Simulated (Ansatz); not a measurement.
# doublet [CH6BNO2]+ at 5 levels

Aim: a comparison of 5 runs (U-r2SCAN/6-31G*, U-revPBE/6-31G*, UPBE0/6-31G*, UBCCD(T)/6-31G*, UCCSD/6-31G*) of doublet [CH6BNO2]+. 

Program for the calculation: Ansatz 0.2.0.

131 further runs of the same task are left out: 1 that didn't finish, 130 set aside as unsound or not needed.

**1. The structure to begin with**

The species is [CH6BNO2]+ (11 atoms), meant as a doublet with charge +1. As SMILES of the parent species, `COB(N)O`. Geometry: relaxed at PBE0-D4/def2-TZVP. This is one conformer, not always the lowest. That shape belongs to the parent species and isn't relaxed for this state.

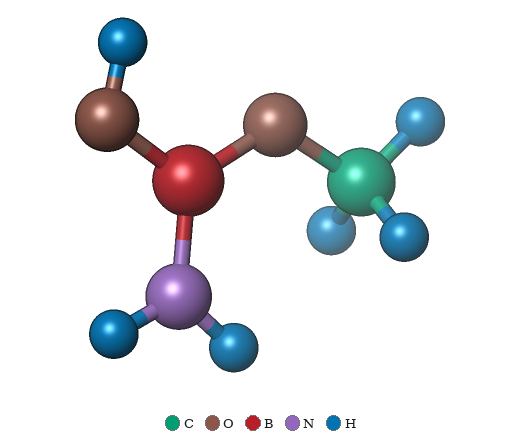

The structure, seen from a chosen angle (carbon teal, oxygen brown, boron red, nitrogen purple, hydrogen blue).

**2. The energy at U-r2SCAN/6-31G(d) (spherical functions) (run 1)**

Input file in.yaml:

```yaml
crystal:
  periodic: [false, false, false]
  atoms:
    - symbol: C
      position_ang: [0.713500, 0.851600, 1.129700]
    - symbol: O
      position_ang: [-0.446700, 0.102500, 0.878500]
    - symbol: B
      position_ang: [-0.644000, -0.506700, -0.338400]
    - symbol: "N"
      position_ang: [0.275800, -0.431900, -1.403700]
    - symbol: O
      position_ang: [-1.801000, -1.223100, -0.514800]
    - symbol: H
      position_ang: [0.801300, 1.701800, 0.443100]
    - symbol: H
      position_ang: [0.654400, 1.238600, 2.147600]
    - symbol: H
      position_ang: [1.616900, 0.236000, 1.047600]
    - symbol: H
      position_ang: [1.144100, 0.066300, -1.366900]
    - symbol: H
      position_ang: [0.095200, -0.890900, -2.277500]
    - symbol: H
      position_ang: [-2.344100, -1.201100, 0.275400]
basis:
  gaussian:
    orbitals: 6-31G_st_-spherical.json
accuracy: high
total_charge: 1
output: {orbitals: {seedname: orbitals}}
hamiltonian:
  xc: {name: r2SCAN}
magnetization:
  spin_polarized: true
  initial_magnetization: 1
```

The basis set 6-31G* is read from a file made from the Basis Set Exchange's data (not shown).

Run with:

```console
ansatz run in.yaml --threads 1 --pin off --max-ram 3480MiB --events-out events.jsonl --progress --plain --runs-dir runs
```

The log of the run:

```text
Warning: RAYON_NUM_THREADS=1 ignored (pool sized by the plan → 1); use --threads N
Functional definition: r2SCAN
  name "r2SCAN"
  parameter k0 = 0.174
  parameter k1 = 0.065
  parameter a1 = 4.9479
  exchange = r2scan_x(k0 = k0, k1 = k1, a1 = a1)
  correlation = r2scan_c
1993 factors; integrals over basis functions are off by at most 3.4e-9 eV
mean field evaluation 1: about -7370.1895 eV, gradient 6.2e1 eV
mean field evaluation 2: about -7348.4596 eV, gradient 9.3e1 eV
mean field evaluation 4: about -7382.4337 eV, gradient 2.0e1 eV
mean field evaluation 8: about -7384.7840 eV, gradient 4.6e0 eV
mean field evaluation 16: about -7384.8847 eV, gradient 4.3e-1 eV
mean field evaluation 32: about -7382.7294 eV, gradient 1.9e1 eV
mean field -7384.88577851 eV, -271.3895467050 hartree, gradient 2.7e-8 eV, S^2 0.760189; 5 other end points of the search recorded, 0 dependent functions left out
reference -7384.88577961 eV, -271.3895467453 hartree; 20, 19 occupied and 62, 63 virtual orbitals, 1993 factors
Total energy: -7384.88577961 eV, -271.3895467453 hartree
```

Wall time 35 s (1 thread of Arm Neoverse V1, shared host); peak memory 0.44 GiB.

**3. A single-point energy at U-revPBE/6-31G(d) (spherical functions) (run 2)**

Input file input.yaml:

```yaml
crystal:
  periodic: [false, false, false]
  atoms:
    - {symbol: C, position_ang: [0.713500, 0.851600, 1.129700]}
    - {symbol: O, position_ang: [-0.446700, 0.102500, 0.878500]}
    - {symbol: B, position_ang: [-0.644000, -0.506700, -0.338400]}
    - {symbol: "N", position_ang: [0.275800, -0.431900, -1.403700]}
    - {symbol: O, position_ang: [-1.801000, -1.223100, -0.514800]}
    - {symbol: H, position_ang: [0.801300, 1.701800, 0.443100]}
    - {symbol: H, position_ang: [0.654400, 1.238600, 2.147600]}
    - {symbol: H, position_ang: [1.616900, 0.236000, 1.047600]}
    - {symbol: H, position_ang: [1.144100, 0.066300, -1.366900]}
    - {symbol: H, position_ang: [0.095200, -0.890900, -2.277500]}
    - {symbol: H, position_ang: [-2.344100, -1.201100, 0.275400]}
basis:
  gaussian: {orbitals: 6-31G_st_-spherical.json}
total_charge: 1
magnetization: {spin_polarized: true, initial_magnetization: 1}
hamiltonian: {xc: {name: revPBE}}
accuracy: high
output: {orbitals: {seedname: orbitals}}
```

The basis set 6-31G* is read from a file made from the Basis Set Exchange's data (not shown).

Run with:

```console
ansatz run input.yaml --threads 1 --pin off --max-ram 3480MiB --events-out events.jsonl --progress --plain --runs-dir runs
```

The log of the run:

```text
Warning: RAYON_NUM_THREADS=1 ignored (pool sized by the plan → 1); use --threads N
Functional definition: revPBE
  name "revPBE"
  parameter kappa = 1.245
  parameter beta = 0.06672455060314922
  exchange = pbe_x(kappa = kappa, mu = beta*pi^2/3)
  correlation = pbe_c(beta = beta)
1993 factors; integrals over basis functions are off by at most 3.4e-9 eV
mean field evaluation 1: about -7369.8732 eV, gradient 6.6e1 eV
mean field evaluation 2: about -7335.3708 eV, gradient 1.1e2 eV
mean field evaluation 4: about -7383.3766 eV, gradient 2.4e1 eV
mean field evaluation 8: about -7384.4683 eV, gradient 1.9e1 eV
mean field evaluation 16: about -7386.6374 eV, gradient 5.5e-5 eV
mean field evaluation 32: about -7384.8131 eV, gradient 4.6e0 eV
mean field -7386.63735434 eV, -271.4539159293 hartree, gradient 7.0e-8 eV, S^2 0.754635; 6 other end points of the search recorded, 0 dependent functions left out
reference -7386.63735725 eV, -271.4539160362 hartree; 20, 19 occupied and 62, 63 virtual orbitals, 1993 factors
Total energy: -7386.63735725 eV, -271.4539160362 hartree
```

It took 21 s on 1 thread of Arm Neoverse V1, shared host; peak memory 0.3 GiB.

Runs 3 to 4 aren't shown in full; the table further down has their settings and results.

**4. A single-point energy at UCCSD/6-31G(d) (spherical functions) (run 5)**

Input file job.yaml:

```yaml
basis:
  gaussian: {orbitals: 6-31G_st_-spherical.json}
crystal:
  periodic: [false, false, false]
  atoms:
    - {symbol: C, position_ang: [0.713500, 0.851600, 1.129700]}
    - {symbol: O, position_ang: [-0.446700, 0.102500, 0.878500]}
    - {symbol: B, position_ang: [-0.644000, -0.506700, -0.338400]}
    - {symbol: N, position_ang: [0.275800, -0.431900, -1.403700]}
    - {symbol: O, position_ang: [-1.801000, -1.223100, -0.514800]}
    - {symbol: H, position_ang: [0.801300, 1.701800, 0.443100]}
    - {symbol: H, position_ang: [0.654400, 1.238600, 2.147600]}
    - {symbol: H, position_ang: [1.616900, 0.236000, 1.047600]}
    - {symbol: H, position_ang: [1.144100, 0.066300, -1.366900]}
    - {symbol: H, position_ang: [0.095200, -0.890900, -2.277500]}
    - {symbol: H, position_ang: [-2.344100, -1.201100, 0.275400]}
total_charge: 1
magnetization: {spin_polarized: true, initial_magnetization: 1}
correlation: {method: ccsd, frozen_orbitals: {B: 1, C: 1, H: 0, "N": 1, O: 1}}
accuracy: high
scf: {omitted_lower_state_checks: [cluster_reference, increment]}
```

The basis set 6-31G* is read from a file made from the Basis Set Exchange's data (not shown).

Run with:

```console
ansatz run job.yaml --threads 1 --pin off --max-ram 3480MiB --events-out events.jsonl --progress --plain --runs-dir runs
```

The log of the run:

```text
Warning: RAYON_NUM_THREADS=1 ignored (pool sized by the plan → 1); use --threads N
[... 13 lines left out ...]
5 core orbitals not correlated: weight in the atoms' cores, before any rotation towards them, 1.000 or more for the frozen orbitals, at most 0.000 for the correlated occupied ones
[... 35 lines left out ...]
Total energy: -7367.58316571 eV, -270.7536874125 hartree
Checks for a lower state left out: cluster_reference, increment
```

It took 84 s on 1 thread of Arm Neoverse V1, shared host; peak memory 0.96 GiB.

**5. All runs side by side**

```tsv
run	level	frozen core orbitals	energy (Eh)	HOMO energy (eV)	⟨S²⟩	wall time
1	U-r2SCAN/6-31G* (spherical functions)	–	-271.389547	-12.71	0.760	35 s
2	U-revPBE/6-31G* (spherical functions)	–	-271.453916	-12.46	0.755	21 s
3	UPBE0/6-31G* (spherical functions)	–	-271.226643	-13.67	0.761	16 s
4	UBCCD(T)/6-31G* (spherical functions)	5	-270.771668	–	0.760	2.3 min
5	UCCSD/6-31G* (spherical functions)	5	-270.753687	–	0.760	84 s
```

**6. Summary of results**

```
                                          quantity          value
                               run 5: total energy  -270.75369 Eh
run 5: correlation energy (5 core orbitals frozen)     -722.5 mEh
          run 5: ⟨S²⟩ of the reference determinant          0.760
                              run 5: T1 diagnostic          0.029
```

In words: Totals of different functionals can't be ranked against each other. All runs together took 4.9 min, the longest 2.3 min.
